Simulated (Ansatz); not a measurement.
The calculation's input:

```
crystal:
  periodic: [false, false, false]
  atoms:
    - symbol: C
      position_ang: [-1.474980, 0.142607, -1.225487]
    - symbol: F
      position_ang: [-3.818433, -0.945774, -1.377356]
    - symbol: Si
      position_ang: [-2.943948, -0.115415, -0.196025]
    - symbol: Si
      position_ang: [-1.907970, -0.613129, -2.724120]
    - symbol: H
      position_ang: [-3.774136, 1.062761, 0.188152]
    - symbol: H
      position_ang: [-2.852920, -1.031014, 0.977982]
    - symbol: H
      position_ang: [-0.550305, 0.655578, -0.944076]
basis:
  gaussian:
    orbitals: def2-TZVPD
hamiltonian:
  xc: {name: PBE0}
output: {forces: true, orbitals: {seedname: orbitals}}
```

Run with:

```sh
ansatz run input.yaml --threads 2 --pin off --max-ram 4350MiB --events-out events.jsonl --progress --plain --runs-dir runs
```

Geometry: PBE0-D3(BJ)/def2-SVP.

Theory: isolated molecule in a Gaussian basis; Kohn-Sham density functional theory, functional PBE0 in Ansatz.

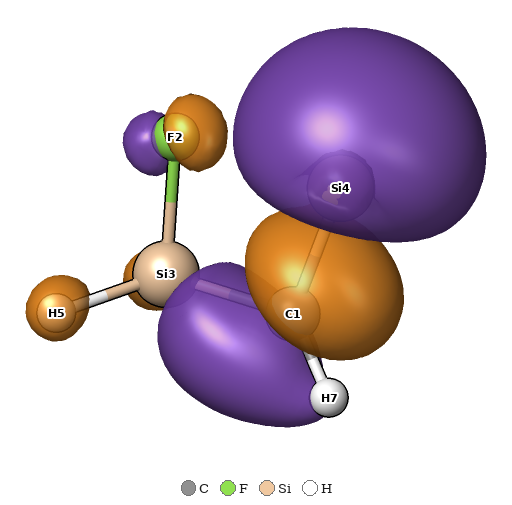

CH$_{3}$FSi$_{2}$ (SMILES F[SiH2]C=[Si]). The HOMO−1 at ±0.1 Å⁻³ᐟ² (orange and purple are the two phases), seen at an oblique angle.

### What is the character of this orbital?

Its weight (Hirshfeld) is mainly on Si4 (about 60 %), C1 (about 25 %) and Si3 (about 5 %). Its energy is −7.42 eV.
